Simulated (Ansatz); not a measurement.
**Rhodium, diamond under LDA: ground state and equation of state**

What does LDA give for rhodium in the diamond structure? We relax it, solve it on a dense k-mesh, switch on spin-orbit coupling, then scale the cell to 7 volumes from 88 to 112 % of the relaxed one and try a fit of the equation of state. The k-meshes are 10×10×10 for the relaxation; 17×17×17 for the dense run; 10×10×10 for spin-orbit coupling; 11×11×11 for the volumes.

This is Rh in the diamond structure; at room conditions it is fcc.

Computed with Ansatz 0.2.0 (DFT LDA (PW92), plane waves (420 eV) with PAW, scalar-relativistic; PBE-made PAW files, unless a step says otherwise).

### Step 1. The starting structure

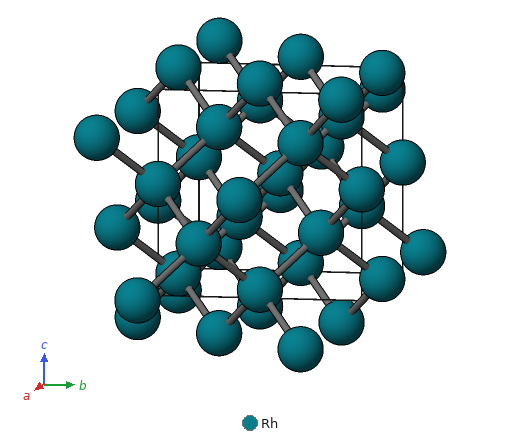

The structure, seen slightly off an axis (rhodium blue). 2×1×1 conventional cells are drawn; the run uses a primitive one. Any atoms on the faces are drawn again on the opposite ones, and bonded neighbours outside are added.

As a file:

```cif
data_structure
_symmetry_space_group_name_H-M 'Fd-3m:1'
_symmetry_Int_Tables_number 227
_cell_length_a 5.2957
_cell_length_b 5.2957
_cell_length_c 5.2957
_cell_angle_alpha 90.000
_cell_angle_beta 90.000
_cell_angle_gamma 90.000
_cell_volume 148.52
loop_
_atom_site_label
_atom_site_type_symbol
_atom_site_symmetry_multiplicity
_atom_site_Wyckoff_symbol
_atom_site_fract_x
_atom_site_fract_y
_atom_site_fract_z
_atom_site_occupancy
Rh1 Rh 8 b 0.75000 0.75000 0.75000 1
```

### Step 2. Geometry optimisation

File input.yaml:

```yaml
crystal:
  lattice:
    - [0.0, 2.647863974, 2.647863974]
    - [2.647863974, 0.0, 2.647863974]
    - [2.647863974, 2.647863974, 0.0]
  atoms:
    - { symbol: Rh, position: [0.125, 0.125, 0.125] }
    - { symbol: Rh, position: [0.875, 0.875, 0.875] }
hamiltonian:
  xc: lda
  pseudopotentials:
    kind: paw
    azcp:
      Rh: "pseudopotentials/Rh.paw.azcp"
basis:
  ecutwfc: 420
  fft_grid_basis: typed
kpoints:
  mp_grid: { grid: [10, 10, 10], shift: [0, 0, 0] }
magnetization:
  spin_polarized: false
scf:
  occupations: { method: fermi_dirac, width: 0.1 }
relax:
  max_steps: 60
  f_tol: 0.01
  cell: {}
```

Standard output:

```text
Warning: <dir> the record states the generating functional pbe (its physics header spells it `PBE`), which answers neither for hamiltonian.xc's functional nor for the lda family's — results may be inconsistent (PPs are generated against a specific XC)
Warning: RAYON_NUM_THREADS=2 ignored (pool sized by the plan → 2); use --threads N
Engine: ansatz 0.2.0, x86_64-unknown-linux-gnu
Pseudopotentials: kind: paw
Pseudopotential: Rh, paw, valence charge 17, recommended cutoff 420 eV (normal), <dir>
Functional definition: SPW92
  exchange = slater_x
  correlation = pw_c
Crystal: 2 atoms, lattice volume = 37.129 Å³
Basis set: ecut = 420 eV, 725 PW (Γ)
Bands: 21, of which v1, the nominal top of the filled ones, is band 17 counted from 1 (16 counted from 0)
Symmetry: 48 space group operations
Space group: Fd-3m (ITA 227), of the structure as read, at distance tolerance 3.3e-5 Å
k-points: 47 of 1000
Non-local potential: Rh, projectors of the file, l = 0: 3, l = 1: 2, l = 2: 2, l = 3: 1
PAW form: soft (Blöchl's): semilocal exchange-correlation on the pseudo side does not see the compensation charge
PAW frozen core: Rh, regenerated for the run's functional, and the local potential with it (the file was generated under x = pbe(κ = 0.804, μ = 0.2195149727645171), c = pbe(β = 0.06672455060314922))
PAW one-centre angular grid: Rh, 590 points (default); XC on 64 Gauss nodes
Initial density: superposition of atomic densities (neutral atoms: chi_scale 0, normalization atom), corrected by the library's trained network
Initial wavefunctions: pseudopotential atomic-orbital guess
Functional: x = slater, c = lda
SCF iter   1: F=—  HF=-12554.633825 eV  |F-HF|=—  |Δ(HF+E_count)|=         —  Δρ=6.87e-3  dr2=6.66e-3  ethr=1.77e-3  ⟨swp⟩=5.8  Hψ=4367  notcnv=0
preconditioner: auto → Kerker (q_TF=auto, 2.689 Å⁻¹)  [metal: Δε(μ)=0.016 eV  Ē_g=6.652 eV  σ=0.100 eV  W_gap=0.04  n_scr=14 (ndim 8)  ℏωp=25.9 eV  f_vac=0.008  D(μ)=2.70/eV (n_scr^D=26)]
SCF iter   2: F=—  HF=-12554.634685 eV  |F-HF|=—  |Δ(HF+E_count)|=   8.59e-4  Δρ=3.82e-3  dr2=2.01e-3  ethr=1.96e-5  ⟨swp⟩=2.0  Hψ=1521  notcnv=0
SCF iter   3: F=—  HF=-12554.634482 eV  |F-HF|=—  |Δ(HF+E_count)|=   2.03e-4  Δρ=4.56e-4  dr2=8.90e-5  ethr=5.91e-6  ⟨swp⟩=2.6  Hψ=1408  notcnv=0
SCF iter   4: F=—  HF=-12554.634480 eV  |F-HF|=—  |Δ(HF+E_count)|=   2.53e-6  Δρ=1.95e-4  dr2=2.21e-5  ethr=2.62e-7  ⟨swp⟩=2.0  Hψ=1723  notcnv=0
SCF iter   5: F=—  HF=-12554.634478 eV  |F-HF|=—  |Δ(HF+E_count)|=   1.93e-6  Δρ=5.88e-5  dr2=1.04e-6  ethr=6.51e-8  ⟨swp⟩=2.4  Hψ=1307  notcnv=0
SCF iter   6: F=-12554.634478 eV  HF=-12554.634478 eV  |F-HF|=5.31e-9  |Δ(HF+E_count)|=   1.04e-7  Δρ=1.44e-5  dr2=2.40e-8  ethr=2.94e-10  ⟨swp⟩=3.0  Hψ=4472  notcnv=0
SCF 1 converged in 6 iterations: F = -12554.634478 eV  dr2 = 2.40e-8
relax step   1: F+E_penalty+E_count = -12554.63447752 eV  Δ(F+E_penalty+E_count) = +0.000e0 eV  max|allowed force component| = 6.939e-18 eV/Å  Δτ_max = 0.0000 Å  P = +9.994 GPa  Ω = 37.129 Å³  (6 SCF iters, dr2 threshold 1.00e-7 eV, accepted)
Crystal: 2 atoms, lattice volume = 39.617 Å³
Basis set: ecut = 420 eV, 749 PW (Γ)
Initial density: handed on by an earlier stage of this run
Initial wavefunctions: those handed on with the density
iter 1 solved again at ethr=2.45e-5 eV; its pass at ethr=3.10e-3 eV (dr2=8.35e-3 eV) is discarded
SCF iter   1: F=—  HF=-12554.694225 eV  |F-HF|=—  |Δ(HF+E_count)|=         —  Δρ=4.81e-3  dr2=8.60e-3  ethr=2.45e-5  ⟨swp⟩=1.0  Hψ=5587  notcnv=0
preconditioner: auto → Kerker (q_TF=auto, 2.660 Å⁻¹)  [metal: Δε(μ)=0.011 eV  Ē_g=6.227 eV  σ=0.100 eV  W_gap=0.03  n_scr=14 (ndim 8)  ℏωp=25.0 eV  f_vac=0.008  D(μ)=3.08/eV (n_scr^D=26)]
SCF iter   2: F=—  HF=-12554.692890 eV  |F-HF|=—  |Δ(HF+E_count)|=   1.34e-3  Δρ=2.55e-3  dr2=2.34e-3  ethr=2.45e-5  ⟨swp⟩=1.0  Hψ=987  notcnv=0
SCF iter   3: F=—  HF=-12554.692444 eV  |F-HF|=—  |Δ(HF+E_count)|=   4.45e-4  Δρ=4.31e-4  dr2=8.83e-5  ethr=6.87e-6  ⟨swp⟩=2.2  Hψ=1307  notcnv=0
SCF iter   4: F=—  HF=-12554.692428 eV  |F-HF|=—  |Δ(HF+E_count)|=   1.67e-5  Δρ=1.26e-4  dr2=9.94e-6  ethr=2.60e-7  ⟨swp⟩=1.6  Hψ=1113  notcnv=0
SCF iter   5: F=—  HF=-12554.692426 eV  |F-HF|=—  |Δ(HF+E_count)|=   1.11e-6  Δρ=3.01e-5  dr2=4.14e-7  ethr=2.92e-8  ⟨swp⟩=2.1  Hψ=1285  notcnv=0
SCF iter   6: F=-12554.692427 eV  HF=-12554.692427 eV  |F-HF|=3.65e-9  |Δ(HF+E_count)|=   8.64e-8  Δρ=9.55e-6  dr2=2.67e-8  ethr=5.88e-10  ⟨swp⟩=4.0  Hψ=3248  notcnv=0
SCF 2 converged in 6 iterations: F = -12554.692427 eV  dr2 = 2.67e-8
relax step   2: F+E_penalty+E_count = -12554.69242653 eV  Δ(F+E_penalty+E_count) = -5.795e-2 eV  max|allowed force component| = 1.561e-17 eV/Å  Δτ_max = 0.0000 Å  P = -1.674 GPa  Ω = 39.617 Å³  energy of the carried Pulay correction = -9.928e-4 eV  (6 SCF iters, dr2 threshold 2.00e-7 eV, accepted)
Crystal: 2 atoms, lattice volume = 39.240 Å³
iter 1 solved again at ethr=3.74e-7 eV; its pass at ethr=3.10e-3 eV (dr2=1.27e-4 eV) is discarded
SCF iter   1: F=—  HF=-12554.694811 eV  |F-HF|=—  |Δ(HF+E_count)|=         —  Δρ=7.56e-4  dr2=2.14e-4  ethr=3.74e-7  ⟨swp⟩=2.0  Hψ=5125  notcnv=0
eigensolver tolerance schedule calibrated: the retry pair's looser diagonalisation under-reported the residual by θ = 0.41 (0.10/decade); ethr = c·dr2/N_el runs at the constant in force after the calibration composes with the one it found (an armed cap, an earlier calibration), c = 9.3e-2
preconditioner: auto → Kerker (q_TF=auto, 2.664 Å⁻¹)  [metal: Δε(μ)=0.022 eV  Ē_g=6.287 eV  σ=0.100 eV  W_gap=0.06  n_scr=14 (ndim 8)  ℏωp=25.1 eV  f_vac=0.006  D(μ)=3.01/eV (n_scr^D=26)]
SCF iter   2: F=—  HF=-12554.694776 eV  |F-HF|=—  |Δ(HF+E_count)|=   3.54e-5  Δρ=3.86e-4  dr2=5.46e-5  ethr=3.74e-7  ⟨swp⟩=2.2  Hψ=1398  notcnv=0
SCF iter   3: F=—  HF=-12554.694765 eV  |F-HF|=—  |Δ(HF+E_count)|=   1.07e-5  Δρ=6.94e-5  dr2=2.13e-6  ethr=1.49e-7  ⟨swp⟩=2.1  Hψ=1350  notcnv=0
iter 4 did not close the SCF: its close was put off for the readings that it lacked (scf_convergence_deferred on its scf_iter line)
SCF iter   4: F=-12554.694764 eV  HF=-12554.694765 eV  |F-HF|=5.35e-8  |Δ(HF+E_count)|=   4.34e-7  Δρ=1.81e-5  dr2=1.89e-7  ethr=5.82e-9  ⟨swp⟩=2.0  Hψ=1257  notcnv=0
iter 5 did not close the SCF: its close was put off for the readings that it lacked (scf_convergence_deferred on its scf_iter line)
SCF iter   5: F=-12554.694765 eV  HF=-12554.694765 eV  |F-HF|=5.15e-10  |Δ(HF+E_count)|=   2.14e-8  Δρ=4.15e-6  dr2=7.60e-9  ethr=5.17e-10  ⟨swp⟩=1.9  Hψ=1308  notcnv=0
SCF iter   6: F=-12554.694765 eV  HF=-12554.694765 eV  |F-HF|=1.20e-10  |Δ(HF+E_count)|=   1.34e-9  Δρ=1.46e-6  dr2=6.05e-10  ethr=2.08e-11  ⟨swp⟩=2.0  Hψ=2823  notcnv=0
SCF 3 converged in 6 iterations: F = -12554.694765 eV  dr2 = 6.05e-10
relax step   3: F+E_penalty+E_count = -12554.69476453 eV  Δ(F+E_penalty+E_count) = -2.338e-3 eV  max|allowed force component| = 1.735e-17 eV/Å  Δτ_max = 0.0000 Å  P = -0.173 GPa  Ω = 39.240 Å³  energy of the carried Pulay correction = -8.464e-4 eV  (6 SCF iters, dr2 threshold 2.00e-7 eV, accepted)
Crystal: 2 atoms, lattice volume = 39.197 Å³
iter 1 solved again at ethr=4.26e-9 eV; its pass at ethr=3.10e-3 eV (dr2=1.45e-6 eV) is discarded
SCF iter   1: F=—  HF=-12554.694805 eV  |F-HF|=—  |Δ(HF+E_count)|=         —  Δρ=8.48e-5  dr2=2.67e-6  ethr=4.26e-9  ⟨swp⟩=2.0  Hψ=5025  notcnv=0
preconditioner: auto → Kerker (q_TF=auto, 2.664 Å⁻¹)  [metal: Δε(μ)=0.022 eV  Ē_g=6.296 eV  σ=0.100 eV  W_gap=0.06  n_scr=14 (ndim 8)  ℏωp=25.2 eV  f_vac=0.006  D(μ)=3.01/eV (n_scr^D=26)]
SCF iter   2: F=—  HF=-12554.694804 eV  |F-HF|=—  |Δ(HF+E_count)|=   4.36e-7  Δρ=4.37e-5  dr2=6.93e-7  ethr=4.26e-9  ⟨swp⟩=2.5  Hψ=1401  notcnv=0
iter 3 did not close the SCF: its close was put off for the readings that it lacked (scf_convergence_deferred on its scf_iter line)
SCF iter   3: F=-12554.694804 eV  HF=-12554.694804 eV  |F-HF|=1.20e-8  |Δ(HF+E_count)|=   1.37e-7  Δρ=7.66e-6  dr2=2.73e-8  ethr=2.04e-9  ⟨swp⟩=2.4  Hψ=1344  notcnv=0
iter 4 did not close the SCF: its close was put off for the readings that it lacked (scf_convergence_deferred on its scf_iter line)
SCF iter   4: F=-12554.694804 eV  HF=-12554.694804 eV  |F-HF|=7.17e-10  |Δ(HF+E_count)|=   5.76e-9  Δρ=2.12e-6  dr2=2.57e-9  ethr=8.03e-11  ⟨swp⟩=1.7  Hψ=1143  notcnv=0
iter 5 did not close the SCF: its close was put off for the readings that it lacked (scf_convergence_deferred on its scf_iter line)
SCF iter   5: F=-12554.694804 eV  HF=-12554.694804 eV  |F-HF|=3.64e-12  |Δ(HF+E_count)|=  2.80e-10  Δρ=4.50e-7  dr2=8.91e-11  ethr=7.56e-12  ⟨swp⟩=2.0  Hψ=1262  notcnv=0
SCF iter   6: F=-12554.694804 eV  HF=-12554.694804 eV  |F-HF|=0.00e0  |Δ(HF+E_count)|=  2.00e-11  Δρ=1.57e-7  dr2=7.15e-12  ethr=1.00e-12  ⟨swp⟩=1.0  Hψ=2165  notcnv=0
SCF 4 converged in 6 iterations: F = -12554.694804 eV  dr2 = 7.15e-12
relax step   4: F+E_penalty+E_count = -12554.69480419 eV  Δ(F+E_penalty+E_count) = -3.966e-5 eV  max|allowed force component| = 1.850e-17 eV/Å  Δτ_max = 0.0000 Å  P = +0.004 GPa  Ω = 39.197 Å³  energy of the carried Pulay correction = -8.296e-4 eV  (6 SCF iters, dr2 threshold 7.51e-8 eV, accepted)
Initial wavefunctions: pseudopotential atomic-orbital guess (no wavefunctions were taken with the density)
iter 1 solved again at ethr=1.53e-7 eV; its pass at ethr=3.10e-3 eV (dr2=5.19e-5 eV) is discarded
SCF iter   1: F=—  HF=-12554.695604 eV  |F-HF|=—  |Δ(HF+E_count)|=         —  Δρ=6.28e-4  dr2=3.49e-6  ethr=1.53e-7  ⟨swp⟩=3.0  Hψ=6783  notcnv=0
SCF iter   2: F=—  HF=-12554.695693 eV  |F-HF|=—  |Δ(HF+E_count)|=   8.95e-5  Δρ=3.19e-4  dr2=9.05e-7  ethr=1.03e-8  ⟨swp⟩=1.0  Hψ=988  notcnv=0
SCF iter   3: F=—  HF=-12554.695725 eV  |F-HF|=—  |Δ(HF+E_count)|=   3.15e-5  Δρ=1.87e-6  dr2=2.44e-10  ethr=2.66e-9  ⟨swp⟩=1.0  Hψ=987  notcnv=0
SCF iter   4: F=—  HF=-12554.695725 eV  |F-HF|=—  |Δ(HF+E_count)|=   1.02e-9  Δρ=5.35e-7  dr2=7.08e-11  ethr=1.00e-12  ⟨swp⟩=2.0  Hψ=1776  notcnv=0
iter 5 did not close the SCF: its close was put off for the readings that it lacked (scf_convergence_deferred on its scf_iter line)
SCF iter   5: F=-12554.695725 eV  HF=-12554.695725 eV  |F-HF|=0.00e0  |Δ(HF+E_count)|=  1.82e-12  Δρ=1.66e-7  dr2=7.96e-12  ethr=1.00e-12  ⟨swp⟩=1.0  Hψ=991  notcnv=0
SCF iter   6: F=-12554.695725 eV  HF=-12554.695725 eV  |F-HF|=5.46e-12  |Δ(HF+E_count)|=  3.64e-12  Δρ=6.29e-8  dr2=2.13e-12  ethr=1.00e-12  ⟨swp⟩=4.0  Hψ=4319  notcnv=0
SCF 5 converged in 6 iterations: F = -12554.695725 eV  dr2 = 2.13e-12
relax step   5: F+E_penalty+E_count = -12554.69572477 eV  Δ(F+E_penalty+E_count) = -9.206e-4 eV  max|allowed force component| = 1.156e-17 eV/Å  Δτ_max = 0.0000 Å  P = +0.025 GPa  Ω = 39.197 Å³  stress off target by 2.47e-2 GPa  SCF on the basis re-selected at this cell (its energy is not comparable with the rows above)  (6 SCF iters)
basis re-selected at this cell: Δ(F+E_penalty+E_count) = -9.206e-4 eV, ΔP = +0.021 GPa vs the last step (what re-selecting the basis moved, of the pressure what is left beyond the Pulay correction that the steps carried, after the strain that the cell walked since its last selection, with what the two solves' SCF thresholds leave and, on support functions, any second-order correction that the steps lacked; it is no measure of the basis error at this ecutwfc). This SCF's stress stands 2.47e-2 GPa from its target on what of the cell is left free (relax.cell.stress_tol is 5.00e-2 GPa) and its largest allowed force component is 1.16e-17 eV/Å (relax.f_tol is 1.00e-2 eV/Å): within both
SCF converged after 6 iterations
Free energy (F): -12554.695725 eV
Harris-Foulkes:  -12554.695725 eV  (|F-HF|=5.46e-12)
Internal energy: -12554.598227 eV  (E = F + TS)
E sigma→0 (E₀):  -12554.646976 eV
Entropy (-TS):   -0.097497 eV (-48.749 meV/atom)
Fermi energy:    14.209707 eV
--- Per-component energies (eV) ---
  E_band       = -453.897455
  E_kinetic    = 1145.539493
  E_local      = -4582.052855  (includes V_loc(G=0)·N_el)
  E_nonlocal   = 725.442081
  E_hartree    = 1680.179234
  E_xc         = -438.229668
  E_vxc        = -552.396962  (∫ρ·V_xc dr)
  E_paw        = -6929.428519  (= ΣΔE_a)
  E_vpaw       = -550.789267  (= ΣTr[D̂ρ^β])
  E_aug_tail   = 0.001487  (compensation charges beyond the density's cutoff)
  E_ewald      = -4157.294444
  E_core_change = 1.244964  (= ΣΔE_core)
  E_smearing   = -0.097497  (= −TS)
  E_closure    = -0.000000  (closes the sum)
  Σ components = -12554.695725   (vs F -12554.695725, Δ=0.00e0)
--- Forces (eV/Å), atoms counted from 1 ---
  atom   1  Rh    -0.00000000     0.00000000     0.00000000
  atom   2  Rh     0.00000000    -0.00000000    -0.00000000
  max |Σ_I F_I| component: 9.25e-18 eV/Å
--- Stress (GPa, compression-positive) ---
        0.024663      -0.000000      -0.000000
       -0.000000       0.024663       0.000000
       -0.000000       0.000000       0.024663
  P = ⅓ Tr σ = 0.0247 GPa (0.247 kbar)
--- Relaxed structure (4 steps of the walk, 4 accepted, 1 SCFs on fresh bases) ---
  F+E_penalty+E_count = -12554.69572477 eV   max|allowed force component| = 1.156e-17 eV/Å   (the final SCF, on the basis selected at the relaxed cell)
  cell:  # Å, volume = 39.1966 Å³
    - [-5.84534711838541e-33, 2.6961220967933106, 2.6961220967933106]
    - [2.6961220967933106, 8.295902735038142e-34, 2.6961220967933106]
    - [2.6961220967933106, 2.6961220967933106, 6.432907191530682e-33]
  atoms:
    - { symbol: Rh, position: [0.125, 0.125, 0.125] }
    - { symbol: Rh, position: [0.875, 0.875, 0.875] }
```

It took 3.5 s on 2 threads of an x86-64 CPU, shared host; peak memory 0.37 GiB.

Step by step:

```csv
step,energy change (meV/atom),largest force (eV/Å),pressure (GPa),volume (Å³/atom)
1,0.00,0.0000,9.99,18.565
2,-28.97,0.0000,-1.67,19.808
3,-30.14,0.0000,-0.17,19.620
4,-30.16,0.0000,0.00,19.598
5,-30.62,0.0000,0.02,19.598
```

Steps that repeat a cell are solved on a basis chosen anew, so their changes of energy are no gain of the relaxation.

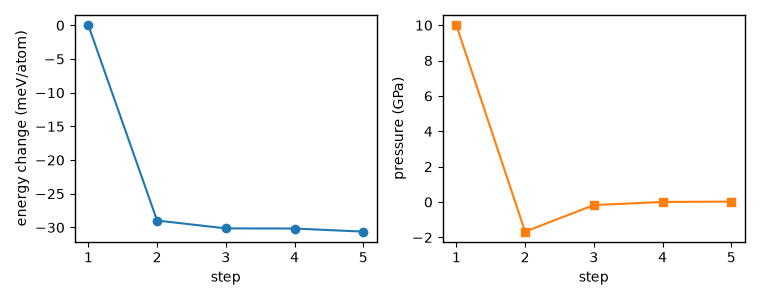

Energy and pressure over the accepted steps.

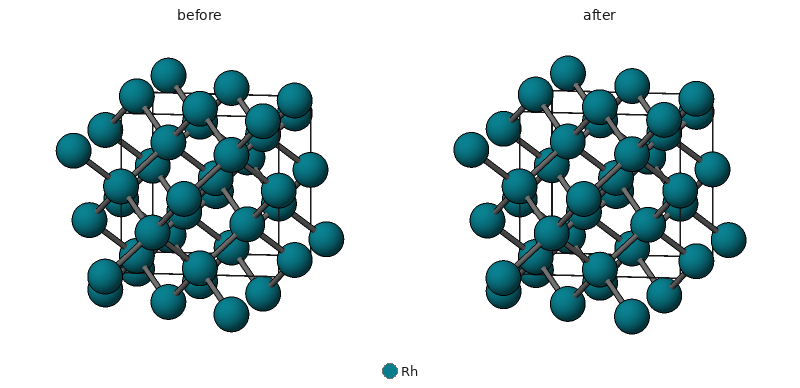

Before and after, at one scale. The cells drawn are those of the first picture.

The cell of the run, before and after:

|  | before | after | change |
| --- | --- | --- | --- |
| a (Å) | 3.745 | 3.813 | +1.8 % |
| b (Å) | 3.745 | 3.813 | +1.8 % |
| c (Å) | 3.745 | 3.813 | +1.8 % |
| volume (Å³/atom) | 18.565 | 19.598 | +5.6 % |
| shortest distance (Å) | 2.293 | 2.335 | +1.8 % |
| space group (spins left aside) | Fd-3m | Fd-3m | same |

### Step 3. The energy on a finer k-mesh

File input.yaml:

```yaml
crystal:
  lattice:
    - [0.0, 2.6961220968, 2.6961220968]
    - [2.6961220968, 0.0, 2.6961220968]
    - [2.6961220968, 2.6961220968, 0.0]
  atoms:
    - { symbol: Rh, position: [0.125, 0.125, 0.125] }
    - { symbol: Rh, position: [0.875, 0.875, 0.875] }
hamiltonian:
  xc: lda
  pseudopotentials:
    kind: paw
    azcp:
      Rh: "pseudopotentials/Rh.paw.azcp"
basis:
  ecutwfc: 420
  fft_grid_basis: typed
kpoints:
  mp_grid: { grid: [17, 17, 17], shift: [0, 0, 0] }
magnetization:
  spin_polarized: false
scf:
  occupations: { method: fermi_dirac, width: 0.1 }
```

Standard output, shortened:

```text
Warning: <dir> the record states the generating functional pbe (its physics header spells it `PBE`), which answers neither for hamiltonian.xc's functional nor for the lda family's — results may be inconsistent (PPs are generated against a specific XC)
Warning: RAYON_NUM_THREADS=2 ignored (pool sized by the plan → 2); use --threads N
[...]
Pseudopotentials: kind: paw
Pseudopotential: Rh, paw, valence charge 17, recommended cutoff 420 eV (normal), <dir>
Functional definition: SPW92
[...]
Crystal: 2 atoms, lattice volume = 39.197 Å³
Basis set: ecut = 420 eV, 749 PW (Γ)
Bands: 21, of which v1, the nominal top of the filled ones, is band 17 counted from 1 (16 counted from 0)
Symmetry: 48 space group operations
Space group: Fd-3m (ITA 227), of the structure as read, at distance tolerance 3.4e-5 Å
k-points: 165 of 4913
[...]
SCF iter   1: F=—  HF=-12554.697228 eV  |F-HF|=—  |Δ(HF+E_count)|=         —  Δρ=6.95e-3  dr2=7.79e-3  ethr=1.77e-3  ⟨swp⟩=5.8  Hψ=15209  notcnv=0
[...]
SCF iter   6: F=-12554.697754 eV  HF=-12554.697754 eV  |F-HF|=1.50e-8  |Δ(HF+E_count)|=   4.59e-8  Δρ=1.21e-5  dr2=3.04e-8  ethr=2.94e-10  ⟨swp⟩=1.8  Hψ=9720  notcnv=0
[...]
SCF converged after 6 iterations
Free energy (F): -12554.697754 eV
[...]
E sigma→0 (E₀):  -12554.649946 eV
Entropy (-TS):   -0.095615 eV (-47.807 meV/atom)
Fermi energy:    14.204270 eV
[...]
```

It took 1.6 s on 2 threads of an x86-64 CPU, shared host; peak memory 0.42 GiB.

### Step 4. Spin-orbit coupling switched on

Edit input.yaml of step 3 so:

```diff
@@ -11,3 +11,3 @@
   pseudopotentials:
-    kind: paw
+    kind: paw_fr
     azcp:
@@ -18,5 +18,6 @@
 kpoints:
-  mp_grid: { grid: [17, 17, 17], shift: [0, 0, 0] }
+  mp_grid: { grid: [10, 10, 10], shift: [0, 0, 0] }
 magnetization:
-  spin_polarized: false
+  noncollinear: true
+  spin_orbit: true
 scf:
```

Standard output, shortened:

```text
Warning: <dir> the record states the generating functional pbe (its physics header spells it `PBE`), which answers neither for hamiltonian.xc's functional nor for the lda family's — results may be inconsistent (PPs are generated against a specific XC)
Warning: RAYON_NUM_THREADS=2 ignored (pool sized by the plan → 2); use --threads N
[...]
Pseudopotentials: kind: paw_fr
Pseudopotential: Rh, paw_fr, valence charge 17, recommended cutoff 420 eV (normal), <dir>
Functional definition: SPW92
[...]
non-collinear run that drives no moment, with spin-orbit: no starting moment large enough to seed its density (crystal.atoms[].spin), no starting occupations that ask for one, no magnetisation constraint and no magnetic field, so the semilocal B_xc is pinned to zero
Crystal: 2 atoms, lattice volume = 39.197 Å³
Basis set: ecut = 420 eV, 749 PW (Γ)
Bands: 42, of which v1, the nominal top of the filled ones, is band 34 counted from 1 (33 counted from 0)
Symmetry: 48 space group operations + 48 with time reversal
[...]
k-points: 47 of 1000
Projection manifold: j_resolved (fully-relativistic pseudo-atomic orbitals)
[...]
SCF iter   1: F=—  HF=-12558.962861 eV  |F-HF|=—  |Δ(HF+E_count)|=         —  Δρ=8.89e-2  dr2=2.78e0  dr2_m=0.00e0 (ungated)  ethr=3.10e-3  |M|=0.00e0 ∫|m|=0.00e0 μB  |m|>n=0.0e0 m-floor=0.0e0 τ_xc=0.0e0  β_m=0.30  ⟨swp⟩=7.7  Hψ=4722  notcnv=0
[...]
spin=Noncollinear: Kerker preconditioning applied to the charge; magnetization (m_x, m_y, m_z) channels mix plain (no charge-response kernel on spin).
[...]
SCF iter   8: F=-12558.195278 eV  HF=-12558.195278 eV  |F-HF|=1.61e-9  |Δ(HF+E_count)|=   4.39e-9  Δρ=2.75e-6  dr2=2.68e-9  dr2_m=0.00e0 (ungated)  ethr=2.94e-10  |M|=0.00e0 ∫|m|=0.00e0 μB  |m|>n=0.0e0 m-floor=0.0e0 τ_xc=0.0e0  ⟨swp⟩=2.0  Hψ=1984  notcnv=0
[...]
SCF converged after 8 iterations
Magnetization: |M| = 0.0000 μB,  M = (+0.0000, +0.0000, +0.0000) μB
Absolute magnetization: 0.0000 μB (∫|m|)
  site 0: m = (+0.0000, +0.0000, +0.0000) μB, |m| = 0.0000 μB  (R = 0.96 Å)
  site 1: m = (+0.0000, +0.0000, +0.0000) μB, |m| = 0.0000 μB  (R = 0.96 Å)
Free energy (F): -12558.195278 eV
[...]
E sigma→0 (E₀):  -12558.146336 eV
Entropy (-TS):   -0.097884 eV (-48.942 meV/atom)
Fermi energy:    14.213921 eV
[...]
```

Wall time 3.8 s (2 threads of an x86-64 CPU, shared host); peak memory 0.45 GiB.

Side by side:

```csv
,scalar-relativistic,with spin-orbit coupling
k-mesh,17×17×17,10×10×10
gap on the mesh,none (levels filled in part),none (levels filled in part)
```

The meshes differ, so small differences between the columns need not come from spin-orbit coupling.

[end of part 1 of 2]
